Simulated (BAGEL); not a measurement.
**SiH3SOF (SMILES O[SiH](F)S) at PBE0/cc-pVDZ (density fitting with qzvpp-jkfit)**

What is the energy change on altering one bond length of SiH3SOF at PBE0/cc-pVDZ (density fitting with qzvpp-jkfit)? 

Program for the calculation: BAGEL 1.2.2.

1 further run of the same task is left out (set aside as unsound or not needed). Runs told in other sessions of the task aren't counted.

### 1 The system as given

SiH3SOF has 7 atoms, charge 0, and is taken as a singlet. As SMILES, `O[SiH](F)S`. Geometry: relaxed at PBE0-D4/def2-TZVP. This is one conformer, not always the lowest.

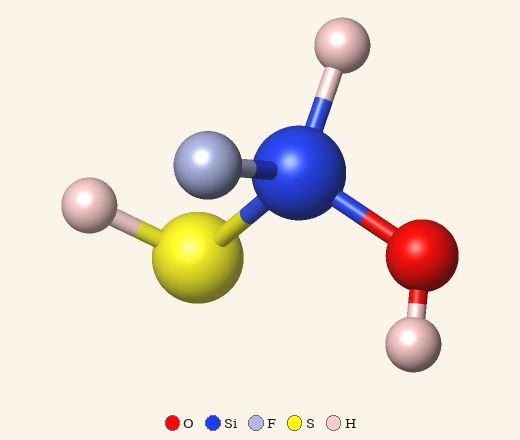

The structure, seen from a chosen angle (oxygen red, silicon blue, fluorine light blue, sulfur yellow, hydrogen pink).

### 2 The energy at PBE0/cc-pVDZ (density fitting with qzvpp-jkfit)

Input file dft.json:

```json
{ "bagel": [

{
  "title": "molecule",
  "basis": "cc-pvdz.json",
  "df_basis": "qzvpp-jkfit",
  "angstrom": true,
  "geometry": [
    { "atom": "O", "xyz": [   -1.252700,    1.036700,   -0.295600 ] },
    { "atom": "Si", "xyz": [   -0.023300,    0.209800,    0.369300 ] },
    { "atom": "F", "xyz": [    1.374200,    0.953800,    0.184300 ] },
    { "atom": "S", "xyz": [    0.135000,   -1.677100,   -0.592300 ] },
    { "atom": "H", "xyz": [   -1.313700,    1.078400,   -1.251900 ] },
    { "atom": "H", "xyz": [   -0.291300,    0.148600,    1.813800 ] },
    { "atom": "H", "xyz": [    1.433000,   -1.818200,   -0.273300 ] }
  ]
},
{ "title": "ks", "xc_func": "pbe0" },
{ "title": "print", "file": "orbitals.molden", "orbitals": true }

]}
```

The basis set cc-pVDZ is read from a file made from the Basis Set Exchange's data (not shown).

The run is started by

```sh
BAGEL_NUM_THREADS=1 BAGEL dft.json > dft.out
```

Standard output:

```text
* using 1 threads per process

  ===============================================================
  ===============================================================

  *** Geometry ***

  { "atom" : "O", "xyz" : [     -2.367260,      1.959079,     -0.558603 ] },
  { "atom" : "Si", "xyz" : [     -0.044031,      0.396465,      0.697876 ] },
  { "atom" : "F", "xyz" : [      2.596862,      1.802421,      0.348277 ] },
  { "atom" : "S", "xyz" : [      0.255113,     -3.169260,     -1.119285 ] },
  { "atom" : "H", "xyz" : [     -2.482533,      2.037881,     -2.365748 ] },
  { "atom" : "H", "xyz" : [     -0.550477,      0.280813,      3.427585 ] },
  { "atom" : "H", "xyz" : [      2.707978,     -3.435900,     -0.516462 ] },

  Number of auxiliary basis functions:      464

  Since a DF basis is specified, we compute 2- and 3-index integrals:
    o Being stored without compression. Storage requirement is 0.023 GB

  Number of basis functions:       79
  Number of electrons      :       50

    * METHOD: MOLECULE                             0.15

  *** Kohn-Sham DFT ***

    * Removing 12449 points whose weight is below 1.00e-10
    * Grid points: 91893

  === Nuclear Repulsion ===
   231.6128632001

       - DIIS with orbital gradients will be used.

  === KS iteration (pbe0 / cc-pvdz.json) ===
      0       -841.03792110          0.11866370           0.35
      1       -830.41144104          0.13097700           0.27
      2       -803.74117427          0.26153544           0.27
      3       -848.87667549          0.11154795           0.27
      4       -856.43154006          0.09936054           0.27
      5       -863.70721410          0.02807824           0.27
      6       -864.03724719          0.01719686           0.26
      7       -864.23364852          0.00528506           0.27
      8       -864.24945086          0.00142756           0.28
      9       -864.25071071          0.00051115           0.28
     10       -864.25089460          0.00009780           0.27
     11       -864.25089860          0.00004847           0.28
     12       -864.25089984          0.00001313           0.27
     13       -864.25089995          0.00000252           0.28
     14       -864.25089996          0.00000065           0.27
     15       -864.25089996          0.00000020           0.27
     16       -864.25089996          0.00000006           0.31
     17       -864.25089996          0.00000002           0.27
     18       -864.25089996          0.00000001           0.27
    * SCF iteration converged.

    * Permanent dipole moment:
           (   -0.012954,     0.097654,     0.267729) a.u.

    * METHOD: KS                                   5.74

    * METHOD: PRINT                                0.01

  ===============================================================
```

Wall time 6.3 s (1 thread of Intel Xeon 6975P-C (Granite Rapids), shared host); peak memory 0.38 GiB.

### 3 The distorted shape at the same level

Input file job.json:

```json
{ "bagel" : [

{
  "title" : "molecule",
  "basis" : "cc-pvdz.json",
  "df_basis" : "qzvpp-jkfit",
  "angstrom" : true,
  "geometry" : [
    { "atom" : "O", "xyz" : [      -1.243551,       1.030446,      -0.152178 ] },
    { "atom" : "Si", "xyz" : [      -0.014151,       0.203546,       0.512722 ] },
    { "atom" : "F", "xyz" : [       1.383349,       0.947546,       0.327722 ] },
    { "atom" : "S", "xyz" : [       0.144149,      -1.683354,      -0.448878 ] },
    { "atom" : "H", "xyz" : [      -1.313700,       1.078400,      -1.251900 ] },
    { "atom" : "H", "xyz" : [      -0.282151,       0.142346,       1.957222 ] },
    { "atom" : "H", "xyz" : [       1.442149,      -1.824454,      -0.129878 ] }
  ]
},

{ "title" : "ks", "xc_func" : "pbe0" },

{ "title" : "print", "file" : "orbitals.molden", "orbitals" : true }

]}
```

The basis set cc-pVDZ is read from a file made from the Basis Set Exchange's data (not shown).

The run is started by

```sh
BAGEL_NUM_THREADS=1 BAGEL job.json > job.out
```

Standard output:

```text
* using 1 threads per process

  ===============================================================
  ===============================================================

  *** Geometry ***

  { "atom" : "O", "xyz" : [     -2.349971,      1.947261,     -0.287575 ] },
  { "atom" : "Si", "xyz" : [     -0.026742,      0.384646,      0.968904 ] },
  { "atom" : "F", "xyz" : [      2.614151,      1.790602,      0.619305 ] },
  { "atom" : "S", "xyz" : [      0.272402,     -3.181078,     -0.848256 ] },
  { "atom" : "H", "xyz" : [     -2.482533,      2.037881,     -2.365748 ] },
  { "atom" : "H", "xyz" : [     -0.533188,      0.268995,      3.698614 ] },
  { "atom" : "H", "xyz" : [      2.725267,     -3.447718,     -0.245434 ] },

  Number of auxiliary basis functions:      464

  Since a DF basis is specified, we compute 2- and 3-index integrals:
    o Being stored without compression. Storage requirement is 0.023 GB

  Number of basis functions:       79
  Number of electrons      :       50

    * METHOD: MOLECULE                             0.18

  *** Kohn-Sham DFT ***

    * Removing 12301 points whose weight is below 1.00e-10
    * Grid points: 92041

  === Nuclear Repulsion ===
   230.7979424418

       - DIIS with orbital gradients will be used.

  === KS iteration (pbe0 / cc-pvdz.json) ===
      0       -841.12487827          0.11748529           0.28
      1       -830.22091837          0.12908449           0.26
      2       -803.45644864          0.25949959           0.26
      3       -848.49897716          0.11105697           0.26
      4       -855.92702557          0.10377240           0.26
      5       -863.64569162          0.02846181           0.26
      6       -863.98867177          0.01867170           0.25
      7       -864.21551067          0.00585113           0.26
      8       -864.23527001          0.00153200           0.26
      9       -864.23675741          0.00057492           0.26
     10       -864.23698913          0.00009617           0.26
     11       -864.23699257          0.00005098           0.26
     12       -864.23699406          0.00001451           0.27
     13       -864.23699420          0.00000348           0.26
     14       -864.23699421          0.00000112           0.25
     15       -864.23699421          0.00000027           0.27
     16       -864.23699421          0.00000009           0.27
     17       -864.23699421          0.00000004           0.26
     18       -864.23699421          0.00000001           0.26
     19       -864.23699421          0.00000000           0.27
    * SCF iteration converged.

    * Permanent dipole moment:
           (    0.006233,     0.078596,     0.339564) a.u.

    * METHOD: KS                                   5.65

    * METHOD: PRINT                                0.01

  ===============================================================
```

It took 6 s on 1 thread of Intel Xeon 6975P-C (Granite Rapids), shared host; peak memory 0.38 GiB.

### 4 Results

At PBE0/cc-pVDZ (density fitting with qzvpp-jkfit):

| quantity | value |
| --- | --- |
| first shape: total energy | -864.25090 Eh |
| first shape: dipole moment | 0.73 D |
| first shape: HOMO energy | -7.80 eV |
| first shape: LUMO energy | 0.50 eV |
| first shape: HOMO–LUMO gap | 8.30 eV |
| distorted shape: total energy | -864.23699 Eh |
| distorted shape: dipole moment | 0.89 D |
| distorted shape: HOMO energy | -7.77 eV |
| distorted shape: LUMO energy | 0.16 eV |
| distorted shape: HOMO–LUMO gap | 7.93 eV |
| energy change with the O1–H5 bond stretched from 0.959 to 1.103 Å | 0.378 eV |

With the O1–H5 bond stretched from 0.959 to 1.103 Å the energy rises by 0.38 eV (8.7 kcal/mol). The first shape isn't relaxed at this level, so the change isn't measured from a minimum.
